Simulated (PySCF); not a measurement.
# NMR shielding calculation of C₆H₄OS₃

System: C₆H₄OS₃.
Method: GIAO wB97X-D/pcSseg-1 NMR shielding, non-relativistic, IEF-PCM benzene (PySCF 2.14.0).

The geometry comes from this level: GFN2-xTB. Figures and captions count atoms from 1; the log counts them from 0 in places.

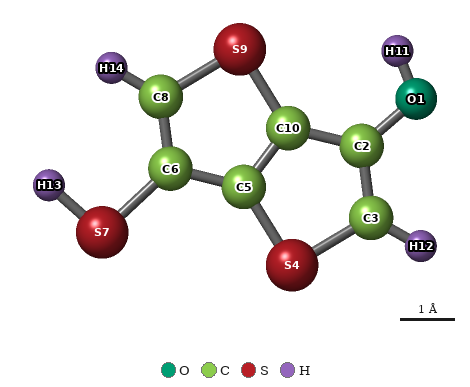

Figure 1. The structure (ball-and-stick view, seen on its broad side; atoms are numbered from 1 in the order of the input).

### Input
```
{"job": {"xc": "wB97X-D", "basis": "pcSseg-1", "solvent": "benzene", "kind": "nmr", "pop": false}, "charge": 0, "multiplicity": 1}
O     -2.608951    -1.043002     1.366076
C     -1.775236    -0.671700     0.364551
C     -2.118493    -0.708478    -0.954589
S     -0.858944    -0.177656    -2.016898
C      0.178937     0.110390    -0.670535
C      1.504143     0.581713    -0.497783
S      2.535395     1.048173    -1.843144
C      1.851205     0.619497     0.817403
S      0.591085     0.088690     1.882617
C     -0.448934    -0.198868     0.525814
H     -2.161820    -0.935827     2.214069
H     -3.055924    -1.023068    -1.364201
H      3.582247     1.378982    -1.088181
H      2.784613     0.930680     1.242635
```

The first line tells a small driver script what to run in PySCF; the rest is the geometry in Å.

Launched with:
```bash
OMP_NUM_THREADS=1 python <driver script> task.json out
```

### What the program printed
```
coarse grid: 14960 points
cycle   1  E = -1500.4456881614  dE =  2.612e+00  |g| = 6.076e-01  |ddm| = 4.334e+00
cycle   2  E = -1500.4622680689  dE = -1.658e-02  |g| = 6.219e-01  |ddm| = 1.290e+00
cycle   3  E = -1500.5280353943  dE = -6.577e-02  |g| = 7.588e-02  |ddm| = 6.605e-01
cycle   4  E = -1500.5292810758  dE = -1.246e-03  |g| = 2.591e-02  |ddm| = 1.372e-01
cycle   5  E = -1500.5294416520  dE = -1.606e-04  |g| = 1.137e-02  |ddm| = 5.086e-02
cycle   6  E = -1500.5294765202  dE = -3.487e-05  |g| = 2.196e-03  |ddm| = 1.768e-02
cycle   7  E = -1500.5294780537  dE = -1.534e-06  |g| = 9.251e-04  |ddm| = 5.216e-03
final grid: 135184 points
cycle   8  E = -1500.6096619413  dE = -1.672e-04  |g| = 5.799e-03  |ddm| = 5.821e-02
cycle   9  E = -1500.6096652594  dE = -3.318e-06  |g| = 3.993e-03  |ddm| = 1.009e-02
cycle  10  E = -1500.6096682075  dE = -2.948e-06  |g| = 7.708e-04  |ddm| = 4.613e-03
cycle  11  E = -1500.6096683828  dE = -1.753e-07  |g| = 2.493e-04  |ddm| = 1.196e-03
cycle  12  E = -1500.6096683999  dE = -1.707e-08  |g| = 1.026e-04  |ddm| = 5.837e-04
cycle  13  E = -1500.6096684029  dE = -2.992e-09  |g| = 2.165e-05  |ddm| = 1.701e-04
cycle  14  E = -1500.6096684031  dE = -2.124e-10  |g| = 8.087e-06  |ddm| = 7.240e-05
```

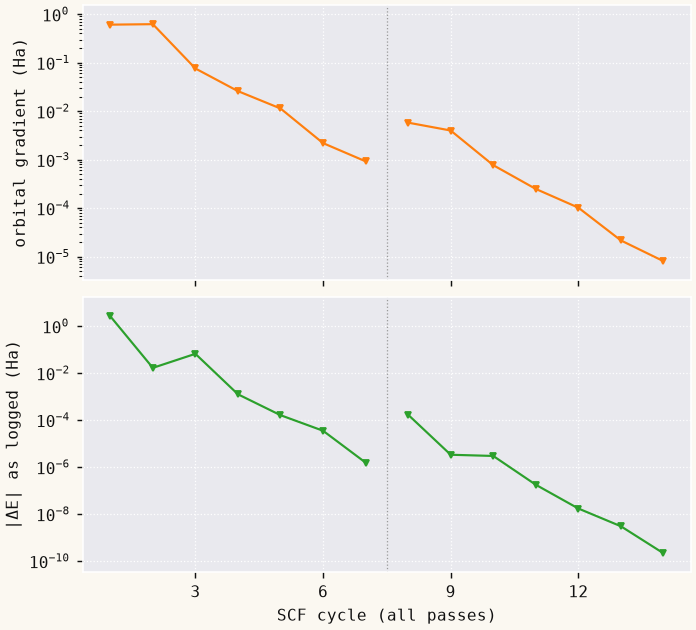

Figure 2. Convergence of the self-consistent field: orbital gradient and size of the energy change against the SCF cycle. The dotted line marks the change from a coarse to the final integration grid. The first 7 cycles use a coarse grid, the final grid takes over at cycle 8, and the field converges after 14 cycles in all.

```
converged SCF energy = -1500.6096684031

GIAO shielding tensors (ppm)
atom      isotropic    diamagn.    paramagn.     s11        s22        s33       span
  0 O      239.213     385.706    -146.493    181.992    257.058    278.590     96.598
  1 C       32.870     249.989    -217.119    -39.782     37.904    100.487    140.269
  2 C       75.434     262.903    -187.469      9.010     83.869    133.424    124.415
  3 S      367.826    1056.032    -688.207    191.615    445.569    466.293    274.679
  4 C       42.192     263.929    -221.737    -13.156     21.751    117.982    131.139
  5 C       56.541     261.223    -204.683    -22.077     51.930    139.768    161.845
  6 S      542.039    1053.668    -511.629    298.248    504.680    823.190    524.942
  7 C       61.130     261.040    -199.910    -17.953     83.189    118.153    136.106
  8 S      336.965    1057.578    -720.613    168.864    391.640    450.390    281.526
  9 C       46.715     268.739    -222.024     -6.675     35.861    110.959    117.634
 10 H       27.089      32.476      -5.387     16.562     28.023     36.683     20.121
 11 H       25.250      29.730      -4.480     20.763     26.092     28.896      8.133
 12 H       27.407      28.415      -1.009     19.454     26.609     36.157     16.703
 13 H       25.006      32.986      -7.980     20.079     27.196     27.742      7.663
```

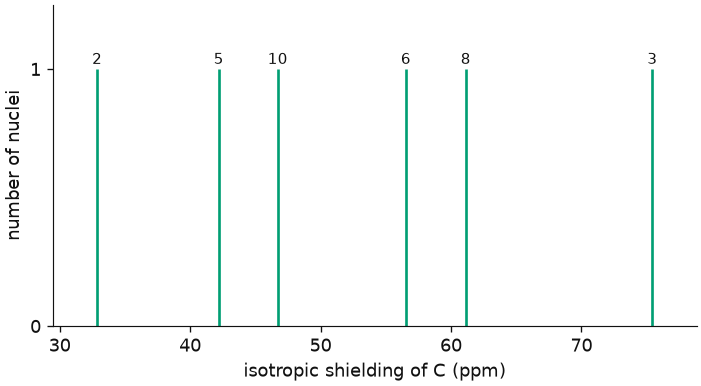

Figure 3. Isotropic shieldings of the carbon nuclei in this fixed geometry, labelled by atom number; shielding grows to the right, so chemical shift grows to the left. The least shielded is C2 (32.9 ppm), the most shielded C3 (75.4 ppm).

### Results in brief

| quantity | value |
| --- | --- |
| outcome | converged |
| total energy | −1500.609668 hartree |
| HOMO | −7.73 eV |
| LUMO | 0.58 eV |
| dipole moment | 2.81 D |
| isotropic shielding, O | 239.2 ppm |
| isotropic shielding, C | 32.9 to 75.4 ppm |
| isotropic shielding, S | 337.0 to 542.0 ppm |
| isotropic shielding, H | 25.0 to 27.4 ppm |
| hardware | 1 CPU thread, shared host |
| wall time | 39 s |
| peak memory | 1.2 GiB |
